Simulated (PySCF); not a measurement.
# One shape, several levels: Si2H4SCl2 (SMILES Cl[SiH2]S[SiH2]Cl)

Wanted: a comparison of 6 runs (HF/6-31G**, HF/def2-SVP, B3LYP/6-31G*, B2PLYP/6-311+G**, TPSSh/def2-TZVP) of Si2H4SCl2. 

The calculation is run with PySCF 2.14.0.

## (1) The structure to begin with

The species is Si2H4SCl2 (9 atoms), meant as a singlet with charge 0. SMILES: `Cl[SiH2]S[SiH2]Cl`. The shape is that of a PBE0-D4/def2-TZVP optimisation. This is one conformer, not always the lowest.

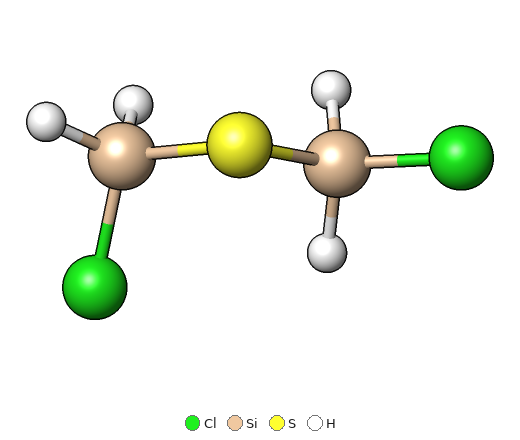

Viewed from a chosen angle; chlorine green, silicon light orange, sulfur yellow, hydrogen white.

## (2) Energy and gradient at HF/6-31G(d,p) (spherical functions) (run 1)

input.py reads:

```python
from pyscf import gto, scf

molecule = gto.Mole()
molecule.atom = [
    ('Cl', (-3.330300, -0.980200, -0.302800)),
    ('Si', (-1.463600, -0.179600, -0.531400)),
    ('S', (-0.266700, -0.954700, 1.057100)),
    ('Si', (1.539000, 0.053500, 0.575200)),
    ('Cl', (1.489100, 2.036300, 1.099500)),
    ('H', (-1.566100, 1.293400, -0.453100)),
    ('H', (-0.923300, -0.602200, -1.842500)),
    ('H', (1.790000, 0.002300, -0.883100)),
    ('H', (2.605800, -0.611300, 1.350400)),
]
molecule.charge = 0
molecule.max_memory = 1860
molecule.verbose = 4
molecule.basis = '6-31g**'
molecule.build()

calc0 = scf.RHF(molecule)
calc0.conv_tol = 1e-10
calc0.kernel()
if not calc0.converged:
    calc0 = calc0.newton().run(calc0.mo_coeff, calc0.mo_occ)

e_tot = calc0.e_tot
print(f'total energy: {e_tot:.8f} hartree')
grad = calc0.nuc_grad_method().kernel()
calc0.analyze()
```

Started as:

```console
OMP_NUM_THREADS=1 python input.py
```

The program printed:

```text
PySCF version 2.14.0

[... 80 lines left out ...]
Two-electron Energy =                 1219.033574351967218
[... 15 lines left out ...]
MO #12  energy= -8.03033810871331  occ= 2
[... 13 lines left out ...]
MO #26  energy= -1.11793695828925  occ= 2
[... 13 lines left out ...]
MO #40  energy= -0.447935134786382 occ= 2
[... 13 lines left out ...]
MO #54  energy= 0.36893612063223   occ= 0
[... 13 lines left out ...]
MO #68  energy= 0.708050860539262  occ= 0
[... 13 lines left out ...]
MO #82  energy= 1.12301984374455   occ= 0
[... 13 lines left out ...]
MO #96  energy= 1.5232075781593    occ= 0
[... 13 lines left out ...]
MO #110 energy= 3.08385979142195   occ= 0
[... 122 lines left out ...]
Dipole moment(X, Y, Z, Debye):  1.77443, -0.05411, -1.66247
```

Wall time 28 s (1 thread of Intel Xeon Platinum 8488C (Sapphire Rapids), shared host); peak memory 0.26 GiB.

## (3) Energy and gradient at HF/def2-SVP (run 2)

run.py reads:

```python
# Cl[SiH2]S[SiH2]Cl
import pyscf.grad
from pyscf import gto, scf

molecule = gto.Mole()
molecule.atom = '''
Cl      -3.330300      -0.980200      -0.302800
Si      -1.463600      -0.179600      -0.531400
S       -0.266700      -0.954700       1.057100
Si       1.539000       0.053500       0.575200
Cl       1.489100       2.036300       1.099500
H       -1.566100       1.293400      -0.453100
H       -0.923300      -0.602200      -1.842500
H        1.790000       0.002300      -0.883100
H        2.605800      -0.611300       1.350400
'''
molecule.max_memory = 1860
molecule.charge = 0
molecule.verbose = 3
molecule.basis = 'def2-svp'
molecule.build()

myscf = scf.RHF(molecule)
myscf.conv_tol = 1e-10
myscf.kernel()
if not myscf.converged:
    myscf = myscf.newton().run(myscf.mo_coeff, myscf.mo_occ)

e_tot = myscf.e_tot
print(f'total energy: {e_tot:.8f} hartree')
grad = myscf.Gradients().kernel()
myscf.analyze()
```

Started as:

```console
OMP_NUM_THREADS=1 python run.py
```

The program printed:

```text
converged SCF energy = -1896.27968805451
[... 15 lines left out ...]
MO #6   energy= -10.5619110205922  occ= 2
[... 12 lines left out ...]
MO #19  energy= -6.20183763527209  occ= 2
[... 12 lines left out ...]
MO #32  energy= -0.55897188823355  occ= 2
[... 12 lines left out ...]
MO #45  energy= 0.162737565439083  occ= 0
[... 12 lines left out ...]
MO #58  energy= 0.546600341544085  occ= 0
[... 12 lines left out ...]
MO #71  energy= 0.908383298444125  occ= 0
[... 12 lines left out ...]
MO #84  energy= 1.12439938362284   occ= 0
[... 12 lines left out ...]
MO #97  energy= 1.61986792032235   occ= 0
[... 12 lines left out ...]
MO #110 energy= 2.47798845854124   occ= 0
[... 10 lines left out ...]
Dipole moment(X, Y, Z, Debye):  1.42036, -0.08160, -1.33082
```

It took 9.9 s on 1 thread of Intel Xeon Platinum 8488C (Sapphire Rapids), shared host; peak memory 0.26 GiB.

Runs 3 to 5 aren't shown in full; the table further down has their settings and results.

## (4) Energy and forces at TPSSh/def2-TZVP (run 6)

input.py reads:

```python
from pyscf import gto, dft

system = gto.Mole()
system.atom = '''
Cl    -6.293355    -1.852310    -0.572209
Si    -2.765803    -0.339395    -1.004200
S     -0.503990    -1.804122     1.997629
Si     2.908289     0.101100     1.086970
Cl     2.813991     3.848049     2.077754
H     -2.959500     2.444172    -0.856235
H     -1.744784    -1.137993    -3.481820
H      3.382610     0.004346    -1.668817
H      4.924248    -1.155190     2.551886
'''
system.verbose = 4
system.max_memory = 1860
system.basis = 'def2-tzvp'
system.unit = 'bohr'
system.build()

mf = dft.RKS(system)
mf.xc = 'tpssh'
mf.grids.level = 5
mf.conv_tol = 1e-10
mf.kernel()
if not mf.converged:
    mf = mf.newton().run(mf.mo_coeff, mf.mo_occ)

etot = mf.e_tot
print('E(%s) = %.9f' % ('TPSSH', etot))
grad = mf.nuc_grad_method().kernel()
mf.analyze()
```

Started as:

```console
OMP_NUM_THREADS=1 python input.py
```

The program printed:

```text
PySCF version 2.14.0

[... 101 lines left out ...]
MO #1   energy= -101.381179478839  occ= 2
[... 25 lines left out ...]
MO #27  energy= -0.817444035651455 occ= 2
[... 25 lines left out ...]
MO #53  energy= 0.139192356227518  occ= 0
[... 25 lines left out ...]
MO #79  energy= 0.460698300096669  occ= 0
[... 25 lines left out ...]
MO #105 energy= 0.998030684401745  occ= 0
[... 25 lines left out ...]
MO #131 energy= 1.62611084187422   occ= 0
[... 25 lines left out ...]
MO #157 energy= 2.06828772707352   occ= 0
[... 25 lines left out ...]
MO #183 energy= 2.62654779618379   occ= 0
[... 25 lines left out ...]
MO #209 energy= 24.8961357794048   occ= 0
[... 221 lines left out ...]
Dipole moment(X, Y, Z, Debye):  1.00706, -0.17173, -0.87293
```

Run time: 4 min. Hardware: 1 thread of Intel Xeon Platinum 8488C (Sapphire Rapids), shared host; peak memory 1.7 GiB.

## (5) Overview of the runs

```tsv
run	level	integration grid	Cartesian functions	energy (Eh)	dipole moment (D)	HOMO energy (eV)	LUMO energy (eV)	wall time
1	HF/6-31G** (spherical functions)	–	no	-1896.787892	2.43	-10.91	2.64	28 s
2	HF/def2-SVP	–	no	-1896.279688	1.95	-10.86	3.06	9.9 s
3	B3LYP/6-31G* (spherical functions)	5	no	-1900.106118	1.97	-7.79	-0.74	42 s
4	B3LYP/6-31G* (Cartesian functions)	5	yes	-1900.118859	1.97	-7.79	-0.74	43 s
5	B2PLYP/6-311+G**	5	no	-1899.471102	2.08	-9.14	0.19	38 s
6	TPSSh/def2-TZVP	5	no	-1900.286301	1.34	-7.45	-1.04	4 min
```

## (6) What came out

| quantity | value |
| --- | --- |
| run 6: total energy | -1900.28630 Eh |
| run 6: dipole moment | 1.34 D |
| run 6: HOMO energy | -7.45 eV |
| run 6: LUMO energy | -1.04 eV |
| run 6: HOMO–LUMO gap | 6.41 eV |
| run 6: largest force on an atom | 0.210 eV/Å |

The dipole moment (its size) runs from 1.34 D (TPSSh/def2-TZVP) to 2.43 D (HF/6-31G**). The two ends differ in method and basis. The HOMO–LUMO gap runs from 6.41 eV (TPSSh/def2-TZVP) to 13.93 eV (HF/def2-SVP). Totals of different functionals can't be ranked against each other. All runs together took 6.7 min, the longest 4 min.
